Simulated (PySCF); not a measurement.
# RhO₃⁺: structure of the singlet

Aim: relax RhO₃⁺ as a singlet from a trigonal pyramidal start, check by its vibrations whether the end is a minimum, and collect its spectrum and constants.

Computed with PySCF 2.14.0. Level: B3LYP, basis Rh def2-SVP with ECP28, O def2-SVP, scalar-relativistic core potentials, no spin–orbit coupling, density fitting.

## Step 1: The system as given

4 atoms, charge 1, spin multiplicity 1.

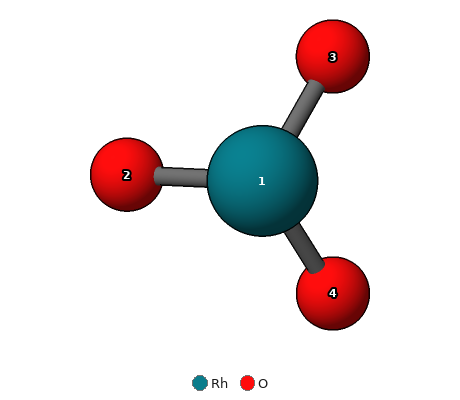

The starting geometry (rhodium blue, oxygen red); atoms are numbered from 1 in the order of the file.

```xyz
4
charge 1 multiplicity 1
Rh    0.0000    0.0000    0.0000
O     1.4450    0.0000    0.7683
O    -0.7225    1.2514    0.7683
O    -0.7225   -1.2514    0.7683
```

## Step 2: First SCF at the start

The steps below are one call of a driver around PySCF. For each, scf.py gives the equivalent set-up of the SCF; relaxations use the driver's own optimiser. After this first run the driver tries any further starts and a stability analysis.

Contents of scf.py:

```python
from pyscf import gto, scf, dft
mol = gto.M(atom='''
Rh     0.000000     0.000000     0.000000
O      1.445000     0.000000     0.768300
O     -0.722500     1.251400     0.768300
O     -0.722500    -1.251400     0.768300''',
    basis={'Rh': 'def2-SVP', 'O': 'def2-SVP'},
    ecp={'Rh': 'def2-SVP'},
    charge=1, spin=0)
mf = dft.RKS(mol, xc='B3LYP')
mf.grids.atom_grid = (50, 194)
aux = {'Rh': 'def2-universal-JKFIT', 'O': 'def2-universal-JKFIT'}
mf = mf.density_fit(auxbasis=aux)
mf.conv_tol = 1e-08
mf.diis_space = 10
mf.max_cycle = 60
mf.init_guess = 'minao'
mf.verbose = 4
mf.kernel()
```

Run with:

```
> OMP_NUM_THREADS=2 python axn.py task.json out
```

What it wrote:

```text
init E= -326.270015268691
  HOMO = -0.674782293698954  LUMO = -0.654019630625228  gap/eV = 0.56498
cycle= 1 E= -335.379264143553  delta_E= -9.11  |g|= 0.46  |ddm|=  3.7
  HOMO = -0.5112251765145  LUMO = -0.419966663720782  gap/eV = 2.48327
cycle= 2 E= -335.384704250615  delta_E= -0.00544  |g|= 0.46  |ddm|=    1
  HOMO = -0.582263340160701  LUMO = -0.498653244391268  gap/eV = 2.27515
cycle= 3 E= -335.423999500014  delta_E= -0.0393  |g|= 0.16  |ddm|= 0.504
  HOMO = -0.578626035194954  LUMO = -0.495850690093328  gap/eV = 2.25243
cycle= 4 E= -335.425615763089  delta_E= -0.00162  |g|= 0.132  |ddm|= 0.172
  HOMO = -0.581360657417001  LUMO = -0.497153784346908  gap/eV = 2.29139
cycle= 5 E= -335.428740779736  delta_E= -0.00313  |g|= 0.00915  |ddm|= 0.0797
  HOMO = -0.581139267709457  LUMO = -0.496842525523337  gap/eV = 2.29383
cycle= 6 E= -335.428689614578  delta_E= 5.12e-05  |g|= 0.018  |ddm|= 0.016
  HOMO = -0.581154198373262  LUMO = -0.496839742580935  gap/eV = 2.29431
cycle= 7 E= -335.428753269888  delta_E= -6.37e-05  |g|= 0.0026  |ddm|= 0.0131
  HOMO = -0.581313073366431  LUMO = -0.496996256572385  gap/eV = 2.29438
cycle= 8 E= -335.428754623782  delta_E= -1.35e-06  |g|= 0.000166  |ddm|= 0.00197
  HOMO = -0.581330559221445  LUMO = -0.49701657503618  gap/eV = 2.29430
cycle= 9 E= -335.428754631974  delta_E= -8.19e-09  |g|= 4.96e-05  |ddm|= 0.000297
  HOMO = -0.581326118809795  LUMO = -0.497013339929863  gap/eV = 2.29427
Extra cycle  E= -335.428754625545  delta_E= 6.43e-09  |g|= 0.000198  |ddm|= 0.000155
converged SCF energy = -335.428754625545
```

This step, with its further starts and checks, took 37 s on 2 threads of Intel Xeon at 2.50GHz (Skylake/Cascade Lake), shared host.

Energies from each starting density:

```tsv
start	energy (Eh)
the minimal-basis guess	-335.428755
a thermally smeared density	-335.428755
a smeared PBE density	-335.428755
```

No lower closed-shell solution turned up from the other starts or in the test of internal stability.

## Step 3: Trigonal pyramidal start, singlet: relaxation

The program finds C3v symmetry in the start, which this walk keeps. Threshold on the gradient: 0.0003 Eh/bohr, with a further test on the energy change.

scf.py: that of step 2 with these lines changed.

```diff
@@ -3,4 +3,4 @@
-Rh     0.000000     0.000000     0.000000
-O      1.445000     0.000000     0.768300
-O     -0.722500     1.251400     0.768300
-O     -0.722500    -1.251400     0.768300''',
+Rh     0.000000    -0.000000    -0.244328
+O      1.444996    -0.000000     0.523972
+O     -0.722498     1.251403     0.523972
+O     -0.722498    -1.251403     0.523972''',
@@ -17 +16,0 @@
-mf.init_guess = 'minao'
```

The optimiser's trace:

```tsv
step	energy (Eh)	change (kJ/mol)	largest symmetric gradient (Eh/bohr)
0	-335.428755	0.00	0.07241
1	-335.468122	-103.36	0.06186
2	-335.478051	-129.43	0.03770
3	-335.483219	-143.00	0.01705
4	-335.485117	-147.98	0.00833
5	-335.485957	-150.19	0.00424
6	-335.486321	-151.14	0.00177
7	-335.486431	-151.43	0.00172
8	-335.486450	-151.48	0.00095
9	-335.486454	-151.49	0.00023
10	-335.486454	-151.49	0.00001
```

The walk took 77 s.

Geometry (Å) and forces (eV/Å) at some steps:

```
step 0
Rh   0.000   0.000  -0.244  -0.007   0.000   1.169
O    1.445   0.000   0.524   3.727   0.000  -0.381
O   -0.723   1.251   0.524  -1.860   3.224  -0.394
O   -0.723  -1.251   0.524  -1.860  -3.224  -0.394
step 1
Rh   0.000   0.000  -0.110   0.016   0.000   3.181
O    1.593   0.000   0.479  -0.636   0.000  -1.066
O   -0.796   1.379   0.479   0.310  -0.547  -1.057
O   -0.796  -1.379   0.479   0.310   0.547  -1.057
step 5
Rh   0.000   0.000   0.230   0.013   0.000   0.218
O    1.671   0.000   0.366  -0.191   0.000  -0.074
O   -0.836   1.447   0.366   0.089  -0.170  -0.072
O   -0.836  -1.447   0.366   0.089   0.170  -0.072
step 10
Rh   0.000   0.000   0.332   0.015   0.000   0.000
O    1.673   0.000   0.332   0.000   0.000   0.000
O   -0.837   1.449   0.332  -0.007  -0.003   0.000
O   -0.837  -1.449   0.332  -0.007   0.003   0.000
```

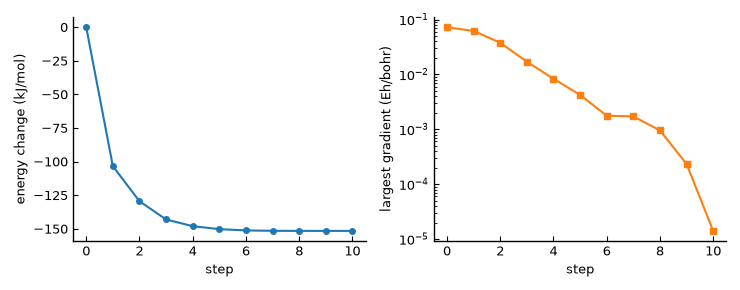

How energy and gradient fall.

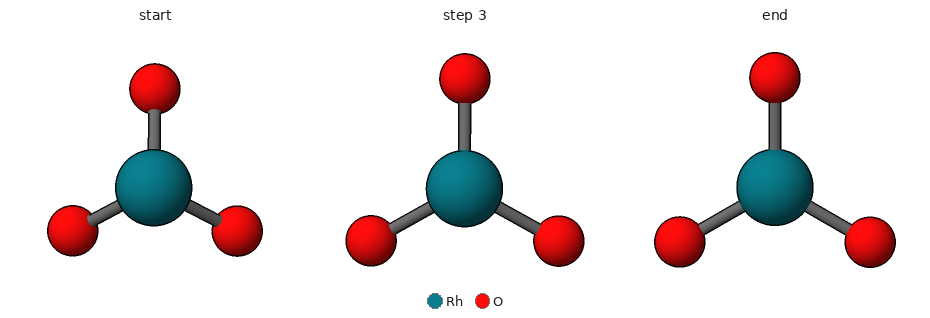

The geometry along the walk, at one scale.

It settles in D3h symmetry, 151.5 kJ/mol below the start, after 10 steps: Rh–O 1.673 Å (×3); O–Rh–O 120.0° (×3).

## Step 4: Hessian and properties

On the finer grid the gradient is checked again; gradients at displacements of ±0.02 bohr then give force constants and infrared intensities.

scf.py: that of step 3 with these lines changed.

```diff
@@ -3,4 +3,4 @@
-Rh     0.000000    -0.000000    -0.244328
-O      1.444996    -0.000000     0.523972
-O     -0.722498     1.251403     0.523972
-O     -0.722498    -1.251403     0.523972''',
+Rh     0.000000     0.000000     0.000000
+O      1.673029    -0.000000     0.000000
+O     -0.836514     1.448885     0.000000
+O     -0.836514    -1.448885     0.000000''',
@@ -11 +11 @@
-mf.grids.atom_grid = (50, 194)
+mf.grids.atom_grid = (75, 302)
@@ -14 +14 @@
-mf.conv_tol = 1e-08
+mf.conv_tol = 1e-10
```

This SCF starts from the last density.

Log of the central SCF (cycles and frontier levels):

```text
init E= -335.486425836123
  HOMO = -0.6295712656284  LUMO = -0.51800510429671  gap/eV = 3.03587
cycle= 1 E= -335.486425836116  delta_E= 6.59e-12  |g|= 5.7e-06  |ddm|= 4.11e-06
  HOMO = -0.62957221337571  LUMO = -0.518005679870125  gap/eV = 3.03588
Extra cycle  E= -335.486425835993  delta_E= 1.23e-10  |g|= 2.66e-05  |ddm|= 1.89e-05
converged SCF energy = -335.486425835993
```

The whole step took 73 s.

Geometry: D3h; Rh–O 1.673 Å (×3); O–Rh–O 120.0° (×3).

Modes, for the most abundant isotopes:

```csv
symmetry,ω (cm⁻¹),IR (km/mol),μ (u)
a2'',97,8.3,21.87
e',274,1.5,18.06
e',912,60.1,18.91
a1',941,0.0,15.99
```

No imaginary mode, so this is a minimum.

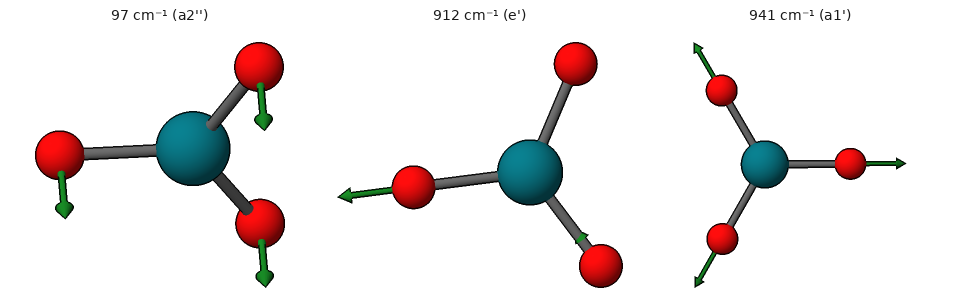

Displacements of 3 of the modes, as arrows (one member where a mode is degenerate).

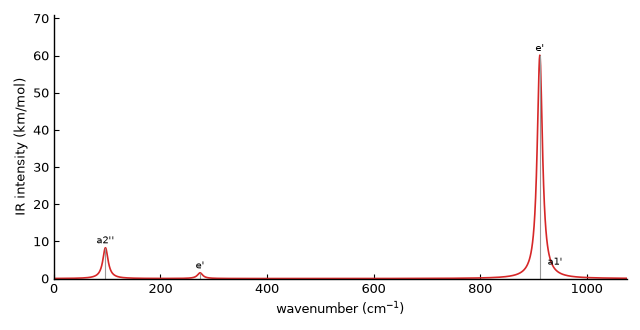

The harmonic infrared spectrum (widths in cm⁻¹). Lines are broadened to a width of 12 cm⁻¹ (Lorentzian).

Constants and moments:

| Quantity | Value |
| --- | --- |
| Dipole moment about the centre of mass | 0.00 D |
| Highest occupied level | -17.13 eV |
| Lowest empty level | -14.10 eV |
| Rotational constants | 0.251, 0.251, 0.1255 cm⁻¹ |
| Zero-point energy | 20.4 kJ/mol |
| Principal polarisabilities | 18.7, 40.7, 40.7 bohr³ |
| Principal traceless quadrupole moments about the centre of mass | -0.11, -0.11, 0.23 D Å |
| Entropy at 298.15 K and 1 bar | 289.9 J/(mol K) |
| Heat capacity Cp at 298.15 K | 61.7 J/(mol K) |
| Enthalpy at 298.15 K above 0 K | 14.63 kJ/mol |
| Rotational symmetry number | 6 |

Charges (e) and bond orders:

```tsv
atom	Mulliken	Löwdin	polar tensor	Mayer order to Rh1
Rh1	1.21	0.46	1.43	–
O2,3,4	-0.07	0.18	-0.14	1.77
```

Outer orbital energies (eV). occupied: -21.69, -21.69, -21.64, -18.46, -18.46, -18.26, -18.02, -17.13; empty: -14.10, -14.10, -11.55, -11.55.

Mulliken populations on Rh1 (outside its core potential): s 2.37, p 6.43, d 6.95, f 0.04.

## Step 5: Would spin polarisation lower it?

At the lowest minimum the closed shell is tested against spin polarisation, on the (50, 194) grid. It is unstable: an open-shell solution lies lower. That solution was not followed to a minimum here.

## Step 6: Outcome

| quantity | value |
| --- | --- |
| minimum | singlet, D3h (closed shell, unstable towards spin polarisation) |
| geometry | Rh–O 1.673 Å (×3); O–Rh–O 120.0° (×3) |
| wavenumbers (cm⁻¹) | 97 (a2''), 274 (e'), 912 (e'), 941 (a1') |
| dipole moment (centre of mass) | 0.00 D |
| highest occupied, lowest empty level | -17.13, -14.10 eV |
| polar-tensor charge of Rh1 | +1.43 e |
| zero-point energy | 20.4 kJ/mol |

In words: From C3v at the start the molecule goes to a D3h minimum. The strongest infrared band lies at 912 cm⁻¹ (e', stretch). Only this shape and spin were tried, so other structures or states may lie lower. The closed shell proved unstable towards spin polarisation, so a lower open-shell solution exists.

The search up to here took 3.5 min on 2 threads of Intel Xeon at 2.50GHz (Skylake/Cascade Lake), shared host.
